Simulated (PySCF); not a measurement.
```
atom    x (Å)    y (Å)    z (Å)
   B  -0.7151  -0.0758   0.0981
   N   0.7100   0.0828  -0.0399
   H  -1.0973  -1.1446   0.3422
   H  -1.2658   0.8908  -0.1309
   H   1.1820   0.6871  -0.7225
   H   1.2481  -0.8050  -0.0694
```

Geometry: GFN2-xTB, MD frame at 250 fs, 300 K.

Method: PBE0/pcSseg-1, SCF density, gas phase, non-relativistic (PySCF 2.14.0).

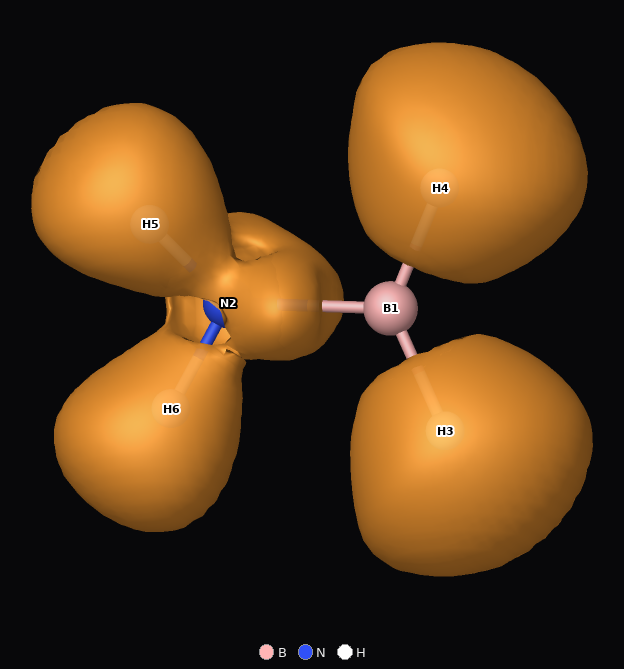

BH4N (SMILES BN). Isosurface of the ELF at 0.75 (orange), seen at a tilt. Only the valence region is drawn (cores and ρ < 0.01 e/Å³ removed).

> Describe the localisation domains.

The ELF exceeds this value in two regions around hydrogen nuclei and one joined region spread over several atoms (H, N), in which their bonds and any lone pairs are merged.

Values along the shortest contacts:
B–N (1.44 Å): the ELF peaks at about 0.95 between the atoms, as expected for a shared but strongly polarised pair. N–H (1.03 Å): the ELF climbs to about 1 towards the hydrogen, as it does in any bond to H (an ordinary covalent bond to hydrogen).
